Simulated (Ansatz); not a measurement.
# Run report: C2H7Ga, nudged elastic band

System: C2H7Ga.
Method: RHF/6-31G (Ansatz 0.2.0).

Figures and captions count atoms from 1; the log counts them from 0 in places.

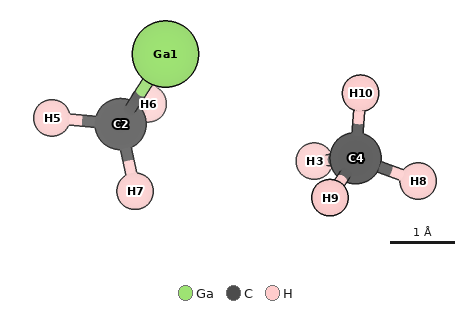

*The structure as given in the input (ball-and-stick view, seen at a tilt; atoms are numbered from 1 in the order of the input). Sticks mark near contacts.*

Bond lengths as drawn: C–Ga 2.04 Å and C–H 1.09 to 1.10 Å.

## The input
```yaml
crystal:
  periodic: [false, false, false]
  atoms:
    - {symbol: Ga, position_ang: [0.674008, 1.179489, 1.668966]}
    - {symbol: C, position_ang: [0.588139, 1.825716, -0.260549]}
    - {symbol: H, position_ang: [-0.119568, -1.201929, -0.698871]}
    - {symbol: C, position_ang: [-0.594539, -1.770999, 0.099811]}
    - {symbol: H, position_ang: [0.842992, 2.890019, -0.329731]}
    - {symbol: H, position_ang: [1.290593, 1.274990, -0.897506]}
    - {symbol: H, position_ang: [-0.415368, 1.695749, -0.682474]}
    - {symbol: H, position_ang: [-0.884706, -2.751457, -0.276972]}
    - {symbol: H, position_ang: [-1.482651, -1.242474, 0.447168]}
    - {symbol: H, position_ang: [0.101003, -1.899004, 0.930257]}
basis:
  gaussian: {orbitals: 6-31G}
hamiltonian: {xc: hf}
neb:
  images: 3
  climbing: true
  max_iterations: 25
  initial_path: idpp
  final_atoms:
    - {symbol: Ga, position_ang: [0.371758, -0.240563, 2.097488]}
    - {symbol: C, position_ang: [0.368260, 1.549657, -0.991248]}
    - {symbol: H, position_ang: [-0.283427, 0.687760, -1.132539]}
    - {symbol: C, position_ang: [-0.436207, -1.669415, 0.891576]}
    - {symbol: H, position_ang: [0.039537, 2.126742, -0.126128]}
    - {symbol: H, position_ang: [1.393487, 1.212898, -0.834933]}
    - {symbol: H, position_ang: [0.329748, 2.181667, -1.878205]}
    - {symbol: H, position_ang: [0.216548, -1.889687, 0.038690]}
    - {symbol: H, position_ang: [-1.408095, -1.353695, 0.493866]}
    - {symbol: H, position_ang: [-0.591709, -2.605263, 1.441534]}
```

Hardware: 4 threads of Arm Neoverse N1, 23 GiB of memory available, shared host.

Command:
```bash
ansatz run in.yaml --threads 4 --pin off --events-out ev --progress --plain --max-ram 9574MiB
```

## Log
```
Functional definition: HF
  name "HF"
  cite "Fock, Z. Phys. 61, 126 (1930) doi:10.1007/BF01340294"
  parent pbe
  exchange = exact_x
  correlation = 0
806 factors; integrals over basis functions are off by at most 1.8e-4 eV
mean field evaluation 1: about -54493.5134 eV, gradient 2.8e1 eV
mean field evaluation 2: about -54493.5621 eV, gradient 2.8e1 eV
mean field evaluation 4: about -54495.8377 eV, gradient 2.0e0 eV
mean field evaluation 8: about -54495.8602 eV, gradient 1.9e-1 eV
mean field -54495.86041350 eV, -2002.6859315751 hartree, gradient 1.7e-5 eV, S^2 0.000000; 0 other end points of the search recorded, 0 dependent functions left out
the calculation of the forces begins
reference -54495.86041350 eV, -2002.6859315751 hartree; 25, 25 occupied and 36, 36 virtual orbitals, 806 factors
806 factors; integrals over basis functions are off by at most 1.8e-4 eV
mean field evaluation 16: about -54495.8376 eV, gradient 2.0e0 eV
mean field -54495.86025899 eV, -2002.6859258972 hartree, gradient 1.7e-5 eV, S^2 0.000000; 0 other end points of the search recorded, 0 dependent functions left out
[... from here on the field's lines of each further geometry are left out, up to the last ...]
WARN: NEB end point (image 0): max|allowed force component| = 2.608e-1 eV/Å (the criterion of neb.relax_end_points is 1.000e-2). That is over neb.f_tol: it is no minimum, so the barrier can be far off. Relax it first
WARN: NEB end point (image 4): max|allowed force component| = 2.584e-1 eV/Å (the criterion of neb.relax_end_points is 1.000e-2). That is over neb.f_tol: it is no minimum, so the barrier can be far off. Relax it first
NEB iter   1: max|band force component| = 4.060e0 eV/Å  barrier→ = 7.3411 eV  barrier← = 7.3410 eV  Δτ_max = 0.2000 Å  (186 SCF iters)
NEB iter   2: max|band force component| = 3.718e0 eV/Å  barrier→ = 6.2417 eV  barrier← = 6.2415 eV  Δτ_max = 0.2000 Å  (101 SCF iters)
NEB iter   3: max|band force component| = 3.093e0 eV/Å  barrier→ = 5.2658 eV  barrier← = 5.2657 eV  Δτ_max = 0.2000 Å  (96 SCF iters)
NEB iter   4: max|band force component| = 2.851e0 eV/Å  barrier→ = 4.3471 eV  barrier← = 4.3469 eV  Δτ_max = 0.1958 Å  (98 SCF iters)
NEB iter   5: max|band force component| = 1.282e0 eV/Å  barrier→ = 3.7253 eV  barrier← = 3.7252 eV  Δτ_max = 0.2000 Å  (98 SCF iters)
NEB iter   6: max|band force component| = 5.462e-1 eV/Å  barrier→ = 3.0210 eV  barrier← = 3.0208 eV  Δτ_max = 0.2000 Å  (97 SCF iters)
NEB iter   7: max|band force component| = 8.408e-1 eV/Å  barrier→ = 2.7245 eV  barrier← = 2.7244 eV  Δτ_max = 0.1017 Å  (96 SCF iters)
NEB iter   8: max|band force component| = 6.122e-1 eV/Å  barrier→ = 2.5393 eV  barrier← = 2.5391 eV  Δτ_max = 0.0993 Å  (97 SCF iters)
NEB iter   9: max|band force component| = 1.111e0 eV/Å  barrier→ = 2.3227 eV  barrier← = 2.3225 eV  Δτ_max = 0.0499 Å  (96 SCF iters)
NEB iter  10: max|band force component| = 6.705e-1 eV/Å  barrier→ = 2.1649 eV  barrier← = 2.1647 eV  Δτ_max = 0.0499 Å  (97 SCF iters)
NEB iter  11: max|band force component| = 1.491e0 eV/Å  barrier→ = 2.0705 eV  barrier← = 2.0703 eV  CI = image 2  Δτ_max = 0.0998 Å  (97 SCF iters)
NEB iter  12: max|band force component| = 1.483e0 eV/Å  barrier→ = 2.2725 eV  barrier← = 2.2724 eV  CI = image 2  Δτ_max = 0.2000 Å  (95 SCF iters)
NEB iter  13: max|band force component| = 1.406e0 eV/Å  barrier→ = 2.5156 eV  barrier← = 2.5155 eV  CI = image 2  Δτ_max = 0.2000 Å  (92 SCF iters)
NEB iter  14: max|band force component| = 9.612e-1 eV/Å  barrier→ = 2.8718 eV  barrier← = 2.8717 eV  CI = image 2  Δτ_max = 0.1000 Å  (90 SCF iters)
NEB iter  15: max|band force component| = 5.370e-1 eV/Å  barrier→ = 2.7980 eV  barrier← = 2.7978 eV  CI = image 2  Δτ_max = 0.1119 Å  (96 SCF iters)
NEB iter  16: max|band force component| = 1.983e-1 eV/Å  barrier→ = 2.7566 eV  barrier← = 2.7565 eV  CI = image 2  Δτ_max = 0.0837 Å  (97 SCF iters)
NEB iter  17: max|band force component| = 9.343e-2 eV/Å  barrier→ = 2.7466 eV  barrier← = 2.7464 eV  CI = image 2  Δτ_max = 0.1256 Å  (94 SCF iters)
NEB iter  18: max|band force component| = 1.086e-1 eV/Å  barrier→ = 2.7404 eV  barrier← = 2.7402 eV  CI = image 2  Δτ_max = 0.0632 Å  (94 SCF iters)
NEB iter  19: max|band force component| = 1.282e-1 eV/Å  barrier→ = 2.7366 eV  barrier← = 2.7364 eV  CI = image 2  Δτ_max = 0.0632 Å  (93 SCF iters)
NEB iter  20: max|band force component| = 9.029e-2 eV/Å  barrier→ = 2.7330 eV  barrier← = 2.7328 eV  CI = image 2  Δτ_max = 0.1263 Å  (93 SCF iters)
NEB iter  21: max|band force component| = 1.423e-1 eV/Å  barrier→ = 2.7293 eV  barrier← = 2.7291 eV  CI = image 2  Δτ_max = 0.0633 Å  (92 SCF iters)
NEB iter  22: max|band force component| = 5.549e-2 eV/Å  barrier→ = 2.7249 eV  barrier← = 2.7247 eV  CI = image 2  Δτ_max = 0.0629 Å  (92 SCF iters)
NEB iter  23: max|band force component| = 9.325e-2 eV/Å  barrier→ = 2.7232 eV  barrier← = 2.7230 eV  CI = image 2  Δτ_max = 0.0317 Å  (92 SCF iters)
the calculation of the forces begins
reference -54495.82408153 eV, -2002.6845964000 hartree; 25, 25 occupied and 36, 36 virtual orbitals, 806 factors
these checks for a lower state are left out or cut short: stability, starts, cluster_reference, orbital_swaps, neighbouring_geometries, increment
806 factors; integrals over basis functions are off by at most 1.7e-4 eV
mean field -54495.86609031 eV, -2002.6861401942 hartree, gradient 3.3e-6 eV, S^2 0.000000; 0 other end points of the search recorded, 0 dependent functions left out
the calculation of the forces begins
reference -54495.86609031 eV, -2002.6861401942 hartree; 25, 25 occupied and 36, 36 virtual orbitals, 806 factors
NEB iter  24: max|band force component| = 2.854e-2 eV/Å  barrier→ = 2.7232 eV  barrier← = 2.7230 eV  CI = image 2  CI's point: of a kind that is not told: the force calls were inconclusive, a negative curvature could not be distinguished from the path's own, the only one lies far off the path, or fixed occupations may fill a level only in part  Δτ_max = 0.0000 Å  (906 SCF iters)
```

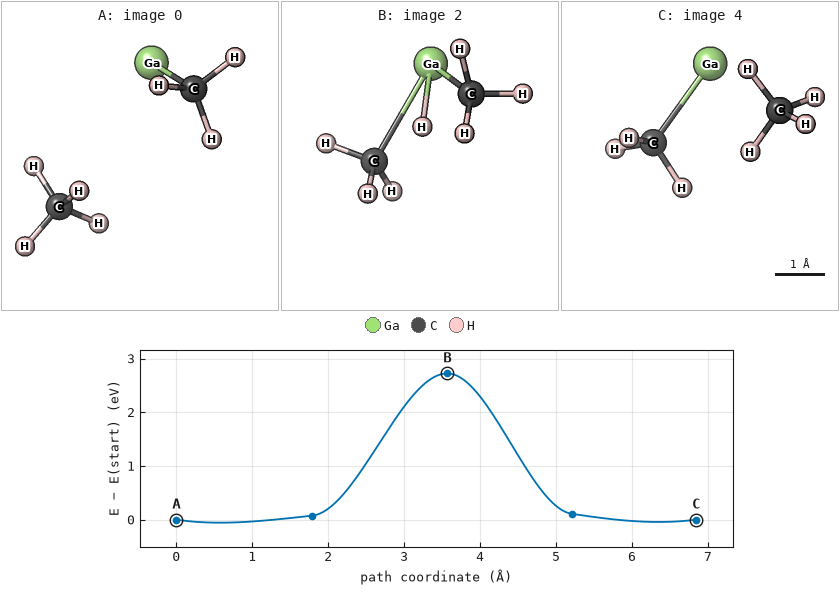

*Images of the last band (counted from 0; ball-and-stick, seen at a tilt) above the energy along the path; the line is a cubic interpolation that uses the forces.*

The highest image is number 2, 2.723 eV above the start and 2.723 eV above the end (the climbing image); start and end have the same energy. The path is 6.84 Å long. The band converged in 24 iterations. The end points carry forces over 0.1 eV/Å, so they aren't fully relaxed minima and the barriers are approximate.

```
Total energy: -54493.13721168 eV, -2002.5858557542 hartree
Atom 0 at     1.053879     0.757588     1.232116 Å, force     0.014433     0.014263     0.004411 eV/Å
Atom 1 at     0.274284     1.033294    -0.989640 Å, force    -0.002580    -0.006628    -0.002973 eV/Å
Atom 2 at    -0.023181    -0.034868    -0.047828 Å, force     0.010204    -0.005525    -0.008310 eV/Å
Atom 3 at    -0.365133    -1.105234     0.875710 Å, force    -0.028203     0.021759     0.009782 eV/Å
Atom 4 at    -0.113874     2.041621    -0.866928 Å, force    -0.001395    -0.001511    -0.000336 eV/Å
Atom 5 at     1.244109     1.097504    -1.477882 Å, force    -0.004054    -0.002953     0.007851 eV/Å
Atom 6 at    -0.394301     0.520402    -1.680932 Å, force     0.000976     0.005872    -0.008866 eV/Å
Atom 7 at    -0.890062    -1.576128     0.044690 Å, force     0.000074     0.004603     0.001463 eV/Å
Atom 8 at    -1.108765    -0.886627     1.639805 Å, force     0.003685    -0.021233    -0.002797 eV/Å
Atom 9 at     0.322947    -1.847451     1.270988 Å, force     0.006862    -0.008649    -0.000225 eV/Å
Dipole moment:     0.026376     0.014144     0.026800 e Å
```

## The last band as extended XYZ (Å, eV, eV/Å)
```
10
Properties=species:S:1:pos:R:3:forces:R:3 image=0 energy=-54495.86041
Ga    0.6740    1.1795    1.6690    0.0440   0.0950   0.0987
C     0.5881    1.8257   -0.2605   -0.0173   0.0619  -0.2341
H    -0.1196   -1.2019   -0.6989   -0.1321  -0.1776   0.2004
C    -0.5945   -1.7710    0.0998   -0.0027  -0.0502  -0.0082
H     0.8430    2.8900   -0.3297   -0.0551  -0.2229   0.0074
H     1.2906    1.2750   -0.8975   -0.1516   0.1353   0.1101
H    -0.4154    1.6957   -0.6825    0.2222   0.0459   0.0651
H    -0.8847   -2.7515   -0.2770    0.0737   0.2608   0.0954
H    -1.4827   -1.2425    0.4472    0.2170  -0.1504  -0.0962
H     0.1010   -1.8990    0.9303   -0.1979   0.0021  -0.2386
10
Properties=species:S:1:pos:R:3:forces:R:3 image=1 energy=-54495.78807
Ga    0.9501    1.3545    1.2971    0.0253   0.1009  -0.0229
C     0.6325    1.6436   -0.7074    0.0284   0.0650   0.0089
H    -0.1363   -0.8144    0.0847   -0.0241  -0.1047   0.0216
C    -0.6670   -1.6346    0.5427   -0.0244  -0.0590  -0.0160
H     0.2177    2.6396   -0.8600    0.0317   0.0648  -0.0373
H     1.5821    1.5945   -1.2409    0.0141   0.0432  -0.0272
H    -0.0437    0.9379   -1.1828    0.0115   0.0257   0.0565
H    -1.1412   -2.2078   -0.2414   -0.0409  -0.0828   0.0154
H    -1.4204   -1.2531    1.2198   -0.0070  -0.0169  -0.0027
H     0.0261   -2.2600    1.0884   -0.0146  -0.0363   0.0038
10
Properties=species:S:1:pos:R:3:forces:R:3 image=2 energy=-54493.13721
Ga    1.0539    0.7576    1.2321    0.0144   0.0143   0.0044
C     0.2743    1.0333   -0.9896   -0.0026  -0.0066  -0.0030
H    -0.0232   -0.0349   -0.0478    0.0102  -0.0055  -0.0083
C    -0.3651   -1.1052    0.8757   -0.0282   0.0218   0.0098
H    -0.1139    2.0416   -0.8669   -0.0014  -0.0015  -0.0003
H     1.2441    1.0975   -1.4779   -0.0041  -0.0030   0.0079
H    -0.3943    0.5204   -1.6809    0.0010   0.0059  -0.0089
H    -0.8901   -1.5761    0.0447    0.0001   0.0046   0.0015
H    -1.1088   -0.8866    1.6398    0.0037  -0.0212  -0.0028
H     0.3229   -1.8475    1.2710    0.0069  -0.0086  -0.0002
10
Properties=species:S:1:pos:R:3:forces:R:3 image=3 energy=-54495.75119
Ga    1.4265    0.3974    1.4502    0.0251  -0.0952   0.1052
C    -0.1261    0.9683   -1.5068   -0.0392   0.0166  -0.0675
H    -0.1830    0.3914   -0.5978   -0.0272   0.0844  -0.1108
C     0.0074   -1.0863    1.4916    0.0447  -0.0212   0.0797
H    -0.3456    2.0062   -1.2969   -0.0132   0.0200  -0.0399
H     0.8638    0.8869   -1.9364   -0.0136   0.0079  -0.0232
H    -0.8564    0.5692   -2.1959   -0.0281   0.0522  -0.1108
H    -0.3897   -1.4009    0.5300    0.0872   0.0267   0.0138
H    -0.8390   -0.7653    2.0998   -0.0088  -0.0351   0.0564
H     0.4420   -1.9669    1.9624   -0.0270  -0.0563   0.0973
10
Properties=species:S:1:pos:R:3:forces:R:3 image=4 energy=-54495.86026
Ga    1.6052    0.7174    1.2264    0.1052   0.0319   0.0927
C    -0.5283    0.7515   -1.6358   -0.0321   0.0143  -0.0356
H    -1.0065    0.1039   -0.9012    0.1080   0.1776  -0.2205
C     0.4305   -0.8851    1.6743   -0.1480  -0.1896   0.0388
H    -0.3332    1.7309   -1.1973   -0.0730  -0.2584  -0.1436
H     0.4119    0.3056   -1.9614   -0.2522   0.1139   0.0646
H    -1.1861    0.8698   -2.4965    0.1740  -0.0351   0.2281
H     0.4474   -1.6311    0.8710   -0.0177   0.1377   0.1893
H    -0.6130   -0.5851    1.8279    0.2118  -0.0906  -0.0209
H     0.7719   -1.3777    2.5926   -0.0761   0.0983  -0.1928
```

## Key numbers

| quantity | value |
| --- | --- |
| outcome | converged |
| barrier, forward | 2.723 eV |
| barrier, backward | 2.723 eV |
| dipole moment (one image of the band) | 0.19 D |
| wall time | 86 s (CPU time 4.3 min) |
| peak memory | 0.44 GiB |
